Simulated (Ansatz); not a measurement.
**Al₂Si (triplet): B2PLYP, RPA-PBE over vertical spin and charge gaps, cc-pVTZ**

Aim: run Al₂Si (triplet) with these functionals over vertical spin and charge gaps, and hold them against the top wave-function level at the same points.

Program: Ansatz 0.2.0, Gaussian basis. Level of theory: cc-pVTZ, all electrons in the functionals, frozen cores in the correlation of double hybrids and RPA. These are calculated values, not measurements.

Plan: B2PLYP, RPA-PBE, at charge 0, triplet; charge 0, singlet; charge 0, quintet; charge 1, doublet; charge 1, quartet.

6 further runs of the same task are left out: 6 set aside as unsound or not needed.

## 1. The geometry

The geometry is a PBE0/def2-TZVP stationary point (not a proven minimum).

3 atoms, charge 0, spin multiplicity 3.

Atoms are counted from 1 here; the program's logs count them from 0.

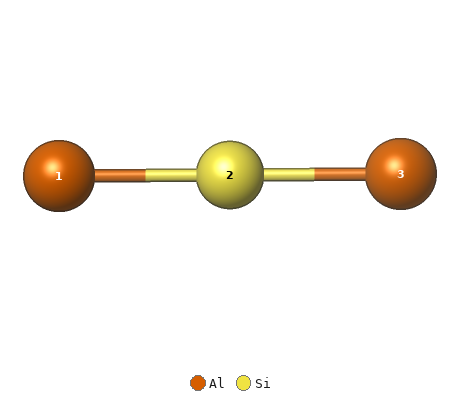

The geometry (aluminium orange, silicon yellow); atoms are numbered from 1 in the order of the file.

No dispersion term is added.

The geometry shown and the zero of energy belong to the point charge 0, triplet. The yardstick, UCCSDT(Q), and other wave-function levels (R restricted, U unrestricted, valence and pair active spaces) come from earlier runs.

## 2. B2PLYP, charge 0, triplet

in.yaml

```yaml
crystal:
  periodic: [false, false, false]
  atoms:
    - {symbol: Al, position_ang: [0.000000, 0.000000, 2.527200]}
    - {symbol: Si, position_ang: [0.000000, 0.000000, 0.000000]}
    - {symbol: Al, position_ang: [0.000000, 0.000000, -2.527200]}
basis:
  gaussian: {orbitals: cc-pVTZ}
magnetization: {spin_polarized: true, initial_magnetization: 2}
hamiltonian: {xc: {name: B2PLYP}}
correlation: {electrons: outside_noble_gas}
```

Started as:

```bash
> ansatz run in.yaml --threads 2 --pin off --events-out ev --progress --plain --max-ram 16896MiB --backend cuda --devices 0, --max-vram 18GiB
```

What it wrote:

```text
Functional definition: B2PLYP
  name "B2PLYP"
  cite "Grimme, J. Chem. Phys. 124, 034108 (2006) doi:10.1063/1.2148954"
  cite "Becke, Phys. Rev. A 38, 3098 (1988) doi:10.1103/PhysRevA.38.3098"
  cite "Lee, Yang & Parr, Phys. Rev. B 37, 785 (1988) doi:10.1103/PhysRevB.37.785"
  parameter a = 0.53
  parameter c = 0.27
  exchange = (1 - a)*b88_x + a*exact_x
  correlation = (1 - c)*lyp_c + c*(mp2_os + mp2_ss)
658 factors; integrals over basis functions are off by at most 8.4e-4 eV
mean field evaluation 1: about -21055.5068 eV, gradient 1.1e1 eV
mean field evaluation 2: about -21055.5635 eV, gradient 1.1e1 eV
mean field evaluation 4: about -21057.0219 eV, gradient 9.0e-1 eV
mean field evaluation 8: about -21057.0472 eV, gradient 2.3e-2 eV
mean field evaluation 16: about -21057.0472 eV, gradient 2.2e-4 eV
mean field evaluation 32: about -21057.3331 eV, gradient 1.0e0 eV
mean field evaluation 64: about -21057.0206 eV, gradient 2.5e0 eV
mean field -21057.61670229 eV, -773.8531404439 hartree, gradient 3.5e-7 eV, S^2 2.013384; 6 other end points of the search recorded, 0 dependent functions left out
15 core orbitals not correlated: weight in the atoms' cores, before any rotation towards them, 1.000 or more for the frozen orbitals, at most 0.000 for the correlated occupied ones
reference -21057.61683232 eV, -773.8531452225 hartree; 6, 4 occupied and 81, 83 virtual orbitals, 658 factors
second order -6.56203777 eV of doubles, -0.00000000 eV of singles
Total energy: -21059.38858252 eV, -773.9182558413 hartree
```

It took 2.7 s on 1 × H100 (card shared with other runs) with 2 threads of AMD EPYC 7R13, shared host; peak host memory 0.76 GiB.

From the report: ⟨S²⟩ of the determinant 2.013 (pure triplet: 2.00).

## 3. B2PLYP, charge 0, singlet

Edit in.yaml of step 2 so:

```diff
@@ -8,3 +8,3 @@
   gaussian: {orbitals: cc-pVTZ}
-magnetization: {spin_polarized: true, initial_magnetization: 2}
+magnetization: {spin_polarized: true, initial_magnetization: 0}
 hamiltonian: {xc: {name: B2PLYP}}
```

Started as:

```bash
> ansatz run in.yaml --threads 1 --pin off --events-out ev --progress --plain --max-ram 2816MiB --backend cpu
```

What it wrote, shortened:

```text
Functional definition: B2PLYP
  name "B2PLYP"
  cite "Grimme, J. Chem. Phys. 124, 034108 (2006) doi:10.1063/1.2148954"
  cite "Becke, Phys. Rev. A 38, 3098 (1988) doi:10.1103/PhysRevA.38.3098"
  cite "Lee, Yang & Parr, Phys. Rev. B 37, 785 (1988) doi:10.1103/PhysRevB.37.785"
[...]
658 factors; integrals over basis functions are off by at most 8.4e-4 eV
[...]
mean field -21057.43109100 eV, -773.8463193548 hartree, gradient 6.5e-7 eV, S^2 1.013650; 16 other end points of the search recorded, 0 dependent functions left out
15 core orbitals not correlated: weight in the atoms' cores, before any rotation towards them, 1.000 or more for the frozen orbitals, at most 0.000 for the correlated occupied ones
reference -21057.43122114 eV, -773.8463241374 hartree; 5, 5 occupied and 82, 82 virtual orbitals, 658 factors
second order -6.58528912 eV of doubles, -0.00000000 eV of singles
Total energy: -21059.20924920 eV, -773.9116654635 hartree
```

Run time: 47 s. Hardware: 1 thread of AMD EPYC 7R13, shared host; peak memory 0.3 GiB.

From the report: ⟨S²⟩ of the determinant 1.014 (pure singlet: 0.00). The determinant is far from a pure spin state, so its energy mixes those of several spin states (harmless only where they are near-degenerate, as at dissociation).

From charge 0, triplet: +0.179 eV.

## 4. B2PLYP, charge 0, quintet

Edit in.yaml of step 3 so:

```diff
@@ -8,3 +8,3 @@
   gaussian: {orbitals: cc-pVTZ}
-magnetization: {spin_polarized: true, initial_magnetization: 0}
+magnetization: {spin_polarized: true, initial_magnetization: 4}
 hamiltonian: {xc: {name: B2PLYP}}
```

Started as:

```bash
> ansatz run in.yaml --threads 2 --pin off --events-out ev --progress --plain --max-ram 16896MiB --backend cuda --devices 0, --max-vram 18GiB
```

What it wrote, shortened:

```text
Functional definition: B2PLYP
  name "B2PLYP"
  cite "Grimme, J. Chem. Phys. 124, 034108 (2006) doi:10.1063/1.2148954"
  cite "Becke, Phys. Rev. A 38, 3098 (1988) doi:10.1103/PhysRevA.38.3098"
  cite "Lee, Yang & Parr, Phys. Rev. B 37, 785 (1988) doi:10.1103/PhysRevB.37.785"
[...]
658 factors; integrals over basis functions are off by at most 8.4e-4 eV
[...]
mean field -21056.31341458 eV, -773.8052455039 hartree, gradient 2.0e-6 eV, S^2 6.013366; 6 other end points of the search recorded, 0 dependent functions left out
15 core orbitals not correlated: weight in the atoms' cores, before any rotation towards them, 1.000 or more for the frozen orbitals, at most 0.000 for the correlated occupied ones
reference -21056.31354397 eV, -773.8052502588 hartree; 7, 3 occupied and 80, 84 virtual orbitals, 658 factors
second order -6.72544554 eV of doubles, -0.00000000 eV of singles
Total energy: -21058.12941426 eV, -773.8719822614 hartree
```

Wall time 2.6 s (1 × H100 (card shared with other runs) with 2 threads of AMD EPYC 7R13, shared host); peak host memory 0.75 GiB.

From the report: ⟨S²⟩ of the determinant 6.013 (pure quintet: 6.00).

From charge 0, triplet: +1.259 eV.

## 5. B2PLYP, charge 1, doublet

Edit in.yaml of step 4 so:

```diff
@@ -8,3 +8,4 @@
   gaussian: {orbitals: cc-pVTZ}
-magnetization: {spin_polarized: true, initial_magnetization: 4}
+total_charge: 1
+magnetization: {spin_polarized: true, initial_magnetization: 1}
 hamiltonian: {xc: {name: B2PLYP}}
```

Same command.

What it wrote, shortened:

```text
Functional definition: B2PLYP
  name "B2PLYP"
  cite "Grimme, J. Chem. Phys. 124, 034108 (2006) doi:10.1063/1.2148954"
  cite "Becke, Phys. Rev. A 38, 3098 (1988) doi:10.1103/PhysRevA.38.3098"
  cite "Lee, Yang & Parr, Phys. Rev. B 37, 785 (1988) doi:10.1103/PhysRevB.37.785"
[...]
658 factors; integrals over basis functions are off by at most 8.4e-4 eV
[...]
mean field -21051.32872753 eV, -773.6220616337 hartree, gradient 7.0e-7 eV, S^2 1.833281; 11 other end points of the search recorded, 0 dependent functions left out
15 core orbitals not correlated: weight in the atoms' cores, before any rotation towards them, 1.000 or more for the frozen orbitals, at most 0.000 for the correlated occupied ones
reference -21051.32886385 eV, -773.6220666431 hartree; 5, 4 occupied and 82, 83 virtual orbitals, 658 factors
second order -5.41585193 eV of doubles, -0.00000000 eV of singles
Total energy: -21052.79114387 eV, -773.6758044427 hartree
```

Run time: 13 s. Hardware: 1 × H100 (card shared with other runs) with 2 threads of AMD EPYC 7R13, shared host; peak host memory 0.77 GiB.

From the report: ⟨S²⟩ of the determinant 1.833 (pure doublet: 0.75). The determinant is far from a pure spin state, so its energy mixes those of several spin states (harmless only where they are near-degenerate, as at dissociation).

From charge 0, triplet: +6.597 eV.

## 6. B2PLYP, charge 1, quartet

Edit in.yaml of step 5 so:

```diff
@@ -9,3 +9,3 @@
 total_charge: 1
-magnetization: {spin_polarized: true, initial_magnetization: 1}
+magnetization: {spin_polarized: true, initial_magnetization: 3}
 hamiltonian: {xc: {name: B2PLYP}}
```

The command is unchanged.

What it wrote, shortened:

```text
Functional definition: B2PLYP
  name "B2PLYP"
  cite "Grimme, J. Chem. Phys. 124, 034108 (2006) doi:10.1063/1.2148954"
  cite "Becke, Phys. Rev. A 38, 3098 (1988) doi:10.1103/PhysRevA.38.3098"
  cite "Lee, Yang & Parr, Phys. Rev. B 37, 785 (1988) doi:10.1103/PhysRevB.37.785"
[...]
658 factors; integrals over basis functions are off by at most 8.4e-4 eV
[...]
mean field -21051.42298758 eV, -773.6255256266 hartree, gradient 7.4e-6 eV, S^2 3.768506; 0 other end points of the search recorded, 0 dependent functions left out
15 core orbitals not correlated: weight in the atoms' cores, before any rotation towards them, 1.000 or more for the frozen orbitals, at most 0.000 for the correlated occupied ones
reference -21051.42312380 eV, -773.6255306324 hartree; 6, 3 occupied and 81, 84 virtual orbitals, 658 factors
second order -5.84168291 eV of doubles, -0.00000000 eV of singles
Total energy: -21053.00037818 eV, -773.6834936620 hartree
```

It took 1.9 s on 1 × H100 (card shared with other runs) with 2 threads of AMD EPYC 7R13, shared host; peak host memory 0.75 GiB.

From the report: ⟨S²⟩ of the determinant 3.769 (pure quartet: 3.75).

From charge 0, triplet: +6.388 eV.

## 7. RPA-PBE, charge 0, triplet

in.yaml

```yaml
crystal:
  periodic: [false, false, false]
  atoms:
    - {symbol: Al, position_ang: [0.000000, 0.000000, 2.527200]}
    - {symbol: Si, position_ang: [0.000000, 0.000000, 0.000000]}
    - {symbol: Al, position_ang: [0.000000, 0.000000, -2.527200]}
basis:
  gaussian: {orbitals: cc-pVTZ}
magnetization: {spin_polarized: true, initial_magnetization: 2}
hamiltonian: {xc: {name: PBE}}
correlation: {method: rpa, electrons: outside_noble_gas}
```

Launched as before.

What it wrote, shortened:

```text
Functional definition: PBE
  name "PBE"
  cite "Perdew, Burke & Ernzerhof, Phys. Rev. Lett. 77, 3865 (1996) doi:10.1103/PhysRevLett.77.3865"
  parent pbe
[...]
658 factors; integrals over basis functions are off by at most 8.4e-4 eV
[...]
mean field -21057.77181184 eV, -773.8588406149 hartree, gradient 5.2e-8 eV, S^2 2.010007; 12 other end points of the search recorded, 0 dependent functions left out
15 core orbitals not correlated: weight in the atoms' cores, before any rotation towards them, 1.000 or more for the frozen orbitals, at most 0.000 for the correlated occupied ones
reference -21025.92053170 eV, -772.6883276592 hartree; 6, 4 occupied and 81, 83 virtual orbitals, 658 factors
Total energy: -21036.73836092 eV, -773.0858755503 hartree
```

Run time: 5.5 s. Hardware: 1 × H100 (card shared with other runs) with 2 threads of AMD EPYC 7R13, shared host; peak host memory 0.95 GiB.

From the report: ⟨S²⟩ of the determinant 2.010 (pure triplet: 2.00).

## 8. RPA-PBE, charge 0, singlet

Edit in.yaml of step 7 so:

```diff
@@ -8,3 +8,3 @@
   gaussian: {orbitals: cc-pVTZ}
-magnetization: {spin_polarized: true, initial_magnetization: 2}
+magnetization: {spin_polarized: true, initial_magnetization: 0}
 hamiltonian: {xc: {name: PBE}}
```

Started as:

```bash
> ansatz run in.yaml --threads 1 --pin off --events-out ev --progress --plain --max-ram 2816MiB --backend cpu
```

What it wrote, shortened:

```text
Functional definition: PBE
  name "PBE"
  cite "Perdew, Burke & Ernzerhof, Phys. Rev. Lett. 77, 3865 (1996) doi:10.1103/PhysRevLett.77.3865"
  parent pbe
[...]
658 factors; integrals over basis functions are off by at most 8.4e-4 eV
[...]
mean field -21057.59314565 eV, -773.8522747534 hartree, gradient 1.5e-6 eV, S^2 1.020013; 24 other end points of the search recorded, 0 dependent functions left out
15 core orbitals not correlated: weight in the atoms' cores, before any rotation towards them, 1.000 or more for the frozen orbitals, at most 0.000 for the correlated occupied ones
reference -21025.43312766 eV, -772.6704158912 hartree; 5, 5 occupied and 82, 82 virtual orbitals, 658 factors
Total energy: -21036.49477231 eV, -773.0769238340 hartree
```

It took 58 s on 1 thread of AMD EPYC 7R13, shared host.

From the report: ⟨S²⟩ of the determinant 1.020 (pure singlet: 0.00). The determinant is far from a pure spin state, so its energy mixes those of several spin states (harmless only where they are near-degenerate, as at dissociation).

From charge 0, triplet: +0.244 eV.

## 9. RPA-PBE, charge 0, quintet

Edit in.yaml of step 8 so:

```diff
@@ -8,3 +8,3 @@
   gaussian: {orbitals: cc-pVTZ}
-magnetization: {spin_polarized: true, initial_magnetization: 0}
+magnetization: {spin_polarized: true, initial_magnetization: 4}
 hamiltonian: {xc: {name: PBE}}
```

Started as:

```bash
> ansatz run in.yaml --threads 2 --pin off --events-out ev --progress --plain --max-ram 16896MiB --backend cuda --devices 0, --max-vram 18GiB
```

What it wrote, shortened:

```text
Functional definition: PBE
  name "PBE"
  cite "Perdew, Burke & Ernzerhof, Phys. Rev. Lett. 77, 3865 (1996) doi:10.1103/PhysRevLett.77.3865"
  parent pbe
[...]
658 factors; integrals over basis functions are off by at most 8.4e-4 eV
[...]
mean field -21056.77904122 eV, -773.8223569675 hartree, gradient 5.8e-6 eV, S^2 6.004195; 9 other end points of the search recorded, 0 dependent functions left out
15 core orbitals not correlated: weight in the atoms' cores, before any rotation towards them, 1.000 or more for the frozen orbitals, at most 0.000 for the correlated occupied ones
reference -21024.69997715 eV, -772.6434731066 hartree; 7, 3 occupied and 80, 84 virtual orbitals, 658 factors
Total energy: -21035.48600698 eV, -773.0398523921 hartree
```

Run time: 3.1 s. Hardware: 1 × H100 (card shared with other runs) with 2 threads of AMD EPYC 7R13, shared host; peak host memory 0.84 GiB.

From the report: ⟨S²⟩ of the determinant 6.004 (pure quintet: 6.00).

From charge 0, triplet: +1.252 eV.

## 10. RPA-PBE, charge 1, doublet

Edit in.yaml of step 9 so:

```diff
@@ -8,3 +8,4 @@
   gaussian: {orbitals: cc-pVTZ}
-magnetization: {spin_polarized: true, initial_magnetization: 4}
+total_charge: 1
+magnetization: {spin_polarized: true, initial_magnetization: 1}
 hamiltonian: {xc: {name: PBE}}
```

Launched as before.

What it wrote, shortened:

```text
Functional definition: PBE
  name "PBE"
  cite "Perdew, Burke & Ernzerhof, Phys. Rev. Lett. 77, 3865 (1996) doi:10.1103/PhysRevLett.77.3865"
  parent pbe
[...]
658 factors; integrals over basis functions are off by at most 8.4e-4 eV
[...]
mean field -21051.18430944 eV, -773.6167543666 hartree, gradient 1.2e-6 eV, S^2 1.782221; 19 other end points of the search recorded, 0 dependent functions left out
15 core orbitals not correlated: weight in the atoms' cores, before any rotation towards them, 1.000 or more for the frozen orbitals, at most 0.000 for the correlated occupied ones
reference -21020.07257150 eV, -772.4734190857 hartree; 5, 4 occupied and 82, 83 virtual orbitals, 658 factors
Total energy: -21029.75998690 eV, -772.8294250353 hartree
```

It took 32 s on 1 × H100 (card shared with other runs) with 2 threads of AMD EPYC 7R13, shared host; peak host memory 0.85 GiB.

From the report: ⟨S²⟩ of the determinant 1.782 (pure doublet: 0.75). The determinant is far from a pure spin state, so its energy mixes those of several spin states (harmless only where they are near-degenerate, as at dissociation).

From charge 0, triplet: +6.978 eV.

## 11. RPA-PBE, charge 1, quartet

Edit in.yaml of step 10 so:

```diff
@@ -9,3 +9,3 @@
 total_charge: 1
-magnetization: {spin_polarized: true, initial_magnetization: 1}
+magnetization: {spin_polarized: true, initial_magnetization: 3}
 hamiltonian: {xc: {name: PBE}}
```

The command is unchanged.

What it wrote, shortened:

```text
Functional definition: PBE
  name "PBE"
  cite "Perdew, Burke & Ernzerhof, Phys. Rev. Lett. 77, 3865 (1996) doi:10.1103/PhysRevLett.77.3865"
  parent pbe
[...]
658 factors; integrals over basis functions are off by at most 8.4e-4 eV
[...]
mean field -21051.36354344 eV, -773.6233410948 hartree, gradient 8.3e-7 eV, S^2 3.753756; 0 other end points of the search recorded, 0 dependent functions left out
15 core orbitals not correlated: weight in the atoms' cores, before any rotation towards them, 1.000 or more for the frozen orbitals, at most 0.000 for the correlated occupied ones
reference -21020.13737095 eV, -772.4758004215 hartree; 6, 3 occupied and 81, 84 virtual orbitals, 658 factors
Total energy: -21029.92861913 eV, -772.8356221553 hartree
```

It took 4.4 s on 1 × H100 (card shared with other runs) with 2 threads of AMD EPYC 7R13, shared host; peak host memory 0.84 GiB.

From the report: ⟨S²⟩ of the determinant 3.754 (pure quartet: 3.75).

From charge 0, triplet: +6.810 eV.

## 12. The comparison

The yardstick is UCCSDT(Q), where the cluster series has nearly closed. It comes from earlier runs at the same points. Energies in eV, counted from charge 0, triplet; blanks weren't run or aren't comparable.

```
    level  triplet to singlet  triplet to quintet  ionisation to the doublet cation  ionisation to the quartet cation
UCCSDT(Q)                                                                                                       6.506
   B2PLYP               0.179               1.259                             6.597                             6.388
  RPA-PBE               0.244               1.252                             6.978                             6.810
```

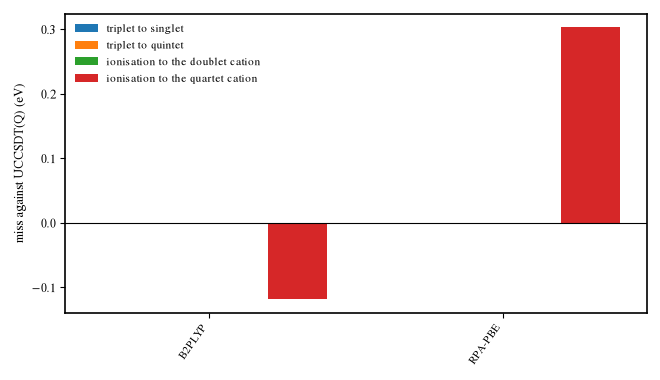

Misses of the gaps against UCCSDT(Q).

Largest miss and mean time a point (UCCSDT(Q) took 23 s a point; shared hosts):

```
  level  largest miss (eV)                             where  time a point
 B2PLYP             -0.118  ionisation to the quartet cation          13 s
RPA-PBE             +0.304  ionisation to the quartet cation          20 s
```

## 13. What came out

```
                                   quantity                                         value
ionisation to the quartet cation, UCCSDT(Q)                                      6.506 eV
                       largest miss, B2PLYP  -0.118 eV (ionisation to the quartet cation)
                      largest miss, RPA-PBE  +0.304 eV (ionisation to the quartet cation)
```

What this shows: Misses are known at 1 of 4 points at best, and only functionals with that many are ranked. Of the functionals, B2PLYP keep the smallest largest miss at the points compared (at most 0.118 eV) and RPA-PBE strays most (0.304 eV, at ionisation to the quartet cation). B2PLYP, RPA-PBE clearly break the spin symmetry at some points (⟨S²⟩ up to 1.08 above the pure value), so energy there is bought with a mixed spin. Functionals and the yardstick converge differently with the basis, so part of each miss in cc-pVTZ is the basis.
